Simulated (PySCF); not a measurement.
**C2H7FSi2 (SMILES C=C[SiH2][SiH2]F) at 6 levels**

Wanted: a comparison of 6 runs (HF/STO-3G, HF/def2-SVP, CAM-B3LYP/6-31G, B3LYP/6-31G*, PBE0/def2-SVP, CCSD/def2-SVP) of C2H7FSi2. 

The calculation is run with PySCF 2.14.0.

### Step 1. Starting point

C2H7FSi2: 12 atoms, total charge 0, spin state singlet. SMILES: `C=C[SiH2][SiH2]F`. Geometry: relaxed at PBE0-D4/def2-TZVP. This is one conformer, not always the lowest.

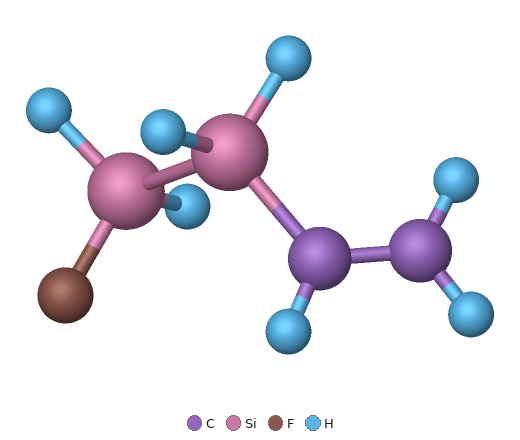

Viewed from a chosen angle; carbon purple, silicon pink, fluorine brown, hydrogen blue.

### Step 2. Energy and gradient at HF/STO-3G (run 1)

input.xyz

```xyz
12

C     -1.792900     1.335000     0.708900
C     -0.639700     1.222500     0.055300
Si     0.738100     0.094400     0.593300
Si     1.054200    -1.629700    -0.967200
F      1.365600    -0.988300    -2.410200
H     -1.989300     0.783300     1.623900
H     -2.591300     1.984700     0.361300
H     -0.505100     1.802100    -0.856700
H      2.017400     0.843800     0.739700
H      0.386000    -0.525000     1.902300
H     -0.166000    -2.468600    -1.105800
H      2.199900    -2.509200    -0.610600
```

job.py

```python
from pyscf import gto

mol = gto.M(
    atom='input.xyz',
    verbose=4,
    max_memory=1860,
    basis='sto-3g',
)

hf = mol.RHF()
hf.conv_tol = 1e-10
hf.kernel()
if not hf.converged:
    hf = hf.newton().run(hf.mo_coeff, hf.mo_occ)

e_tot = hf.e_tot
print('E = %.10f Eh' % e_tot)
grad = hf.nuc_grad_method().kernel()
hf.analyze()
```

Run with:

```console
OMP_NUM_THREADS=1 python job.py
```

Log:

```text
PySCF version 2.14.0

[... 80 lines left out ...]
Total Energy =                        -748.114663823115961
[... 10 lines left out ...]
MO #4   energy= -11.0125263621058  occ= 2
[... 8 lines left out ...]
MO #13  energy= -3.97930459680138  occ= 2
[... 8 lines left out ...]
MO #22  energy= -0.469179090492387 occ= 2
[... 8 lines left out ...]
MO #31  energy= 0.46205001881815   occ= 0
[... 8 lines left out ...]
MO #40  energy= 1.01396984627337   occ= 0
[... 55 lines left out ...]
Dipole moment(X, Y, Z, Debye): -0.10489, -0.22584,  0.96824
```

Run time: 3.6 s. Hardware: 1 thread of Intel Xeon at 2.70GHz, shared host; peak memory 0.12 GiB.

### Step 3. Energy and forces at HF/def2-SVP (run 2)

run.py

```python
# C=C[SiH2][SiH2]F
import pyscf.grad
from pyscf import gto, scf

mol = gto.M(
    atom='''
C     -3.388090     2.522784     1.339627
C     -1.208858     2.310190     0.104502
Si     1.394807     0.178390     1.121175
Si     1.992149    -3.079687    -1.827743
F      2.580610    -1.867616    -4.554618
H     -3.759232     1.480222     3.068726
H     -4.896847     3.750539     0.682758
H     -0.954501     3.405475    -1.618928
H      3.812333     1.594551     1.397830
H      0.729434    -0.992106     3.594826
H     -0.313695    -4.664978    -2.089659
H      4.157209    -4.741701    -1.153867
''',
    max_memory=1860,
    basis='def2-svp',
    verbose=3,
    unit='bohr',
)

myscf = scf.RHF(mol)
myscf.conv_tol = 1e-10
myscf.kernel()
if not myscf.converged:
    myscf = myscf.newton().run(myscf.mo_coeff, myscf.mo_occ)

energy = myscf.e_tot
print('Final energy', energy)
grad = myscf.Gradients().kernel()
myscf.analyze()
```

Run with:

```console
OMP_NUM_THREADS=1 python run.py
```

Log:

```text
converged SCF energy = -756.82289752723
[... 27 lines left out ...]
MO #18  energy= -0.703793127533026 occ= 2
[... 18 lines left out ...]
MO #37  energy= 0.248112031800141  occ= 0
[... 18 lines left out ...]
MO #56  energy= 0.749602782432806  occ= 0
[... 18 lines left out ...]
MO #75  energy= 1.51309204339348   occ= 0
[... 18 lines left out ...]
MO #94  energy= 2.18119965218384   occ= 0
[... 18 lines left out ...]
MO #113 energy= 3.94946826851879   occ= 0
[... 13 lines left out ...]
Dipole moment(X, Y, Z, Debye): -1.07681,  0.16438,  1.50075
```

Run time: 13 s. Hardware: 1 thread of Intel Xeon at 2.70GHz, shared host; peak memory 0.27 GiB.

Runs 3 to 4 aren't shown in full; the table further down has their settings and results.

### Step 4. Energy and gradient at PBE0/def2-SVP (run 5)

start.xyz

```xyz
12
C2H7FSi2
C     -1.792900     1.335000     0.708900
C     -0.639700     1.222500     0.055300
Si     0.738100     0.094400     0.593300
Si     1.054200    -1.629700    -0.967200
F      1.365600    -0.988300    -2.410200
H     -1.989300     0.783300     1.623900
H     -2.591300     1.984700     0.361300
H     -0.505100     1.802100    -0.856700
H      2.017400     0.843800     0.739700
H      0.386000    -0.525000     1.902300
H     -0.166000    -2.468600    -1.105800
H      2.199900    -2.509200    -0.610600
```

job.py

```python
import pyscf.grad
from pyscf import gto, dft

mol = gto.M(
    atom='start.xyz',
    max_memory=1860,
    basis='def2-svp',
    spin=0,
    verbose=3,
    charge=0,
)

ks = dft.RKS(mol)
ks.xc = 'pbe0'
ks.grids.level = 5
ks.conv_tol = 1e-10
ks.kernel()
if not ks.converged:
    ks = ks.newton().run(ks.mo_coeff, ks.mo_occ)

etot = ks.e_tot
print(f'total energy: {etot:.8f} hartree')
grad = ks.Gradients().kernel()
dip = ks.dip_moment()
pop, q = ks.mulliken_pop()
```

Run with:

```console
OMP_NUM_THREADS=1 python job.py
```

Log:

```text
converged SCF energy = -758.51062375399
total energy: -758.51062375 hartree
[... 8 lines left out ...]
Dipole moment(X, Y, Z, Debye): -0.93424,  0.19882,  1.19889
[... 126 lines left out ...]
charge of   11H =     -0.08783
```

It took 47 s on 1 thread of Intel Xeon at 2.70GHz, shared host; peak memory 1.2 GiB.

### Step 5. The energy at CCSD/def2-SVP (run 6)

Edit input.xyz of step 2 so:

```diff
@@ -1,3 +1,3 @@
 12
-
+C2H7FSi2
 C     -1.792900     1.335000     0.708900
```

input.py

```python
from pyscf import gto, scf, cc

mol = gto.M(
    atom='input.xyz',
    verbose=3,
    max_memory=1860,
    basis='def2-svp',
)

mf = scf.RHF(mol)
mf.conv_tol = 1e-10
mf.kernel()
if not mf.converged:
    mf = mf.newton().run(mf.mo_coeff, mf.mo_occ)

mycc = cc.CCSD(mf, frozen=13)
mycc.kernel()
e_final = mycc.e_tot
print('E = %.10f Eh' % e_final)
mf.analyze()
```

Run with:

```console
OMP_NUM_THREADS=1 python input.py
```

Log:

```text
converged SCF energy = -756.822897517625
[... 20 lines left out ...]
MO #18  energy= -0.703793108183305 occ= 2
[... 18 lines left out ...]
MO #37  energy= 0.2481120214256    occ= 0
[... 18 lines left out ...]
MO #56  energy= 0.749602776474166  occ= 0
[... 18 lines left out ...]
MO #75  energy= 1.51309199285054   occ= 0
[... 18 lines left out ...]
MO #94  energy= 2.18119951337966   occ= 0
[... 18 lines left out ...]
MO #113 energy= 3.94946851945053   occ= 0
[... 13 lines left out ...]
Dipole moment(X, Y, Z, Debye): -1.07681,  0.16438,  1.50075
```

Wall time 38 s (1 thread of Intel Xeon at 2.70GHz, shared host); peak memory 0.88 GiB.

### Step 6. Overview of the runs

```csv
run,level,integration grid,task,energy (Eh),dipole moment (D) of the reference,HOMO energy (eV),LUMO energy (eV),wall time
1,HF/STO-3G,–,gradient,-748.114664,1.00,-7.79,8.24,3.6 s
2,HF/def2-SVP,–,gradient,-756.822898,1.85,-10.16,2.99,13 s
3,CAM-B3LYP/6-31G,5,gradient,-759.048476,2.14,-8.83,0.81,52 s
4,B3LYP/6-31G* (spherical functions),5,gradient,-759.272877,1.48,-7.23,-0.54,50 s
5,PBE0/def2-SVP,5,gradient,-758.510624,1.53,-7.67,-0.65,47 s
6,CCSD/def2-SVP,–,energy,-757.529796,1.85,-10.16,2.99,38 s
```

### Step 7. What came out

| quantity | value |
| --- | --- |
| run 6: total energy | -757.52980 Eh |
| run 6: dipole moment (Hartree–Fock density) | 1.85 D |
| run 6: HOMO energy (Hartree–Fock orbitals) | -10.16 eV |
| run 6: LUMO energy (Hartree–Fock orbitals) | 2.99 eV |
| run 6: HOMO–LUMO gap (Hartree–Fock orbitals) | 13.15 eV |
| run 6: correlation energy (13 core orbitals frozen) | -706.9 mEh |
| run 6: T1 diagnostic | 0.012 |

Over runs 1, 2, 3, 4, 5 the dipole moment (its size) runs from 1.00 D (HF/STO-3G) to 2.14 D (CAM-B3LYP/6-31G). The two ends differ in method and basis. Over runs 1, 2, 3, 4, 5 the HOMO–LUMO gap runs from 6.69 eV (B3LYP/6-31G*) to 16.03 eV (HF/STO-3G). Totals of different functionals can't be ranked against each other. In run 1 the basis is minimal, so the values are rough. All runs together took 3.4 min, the longest 52 s.
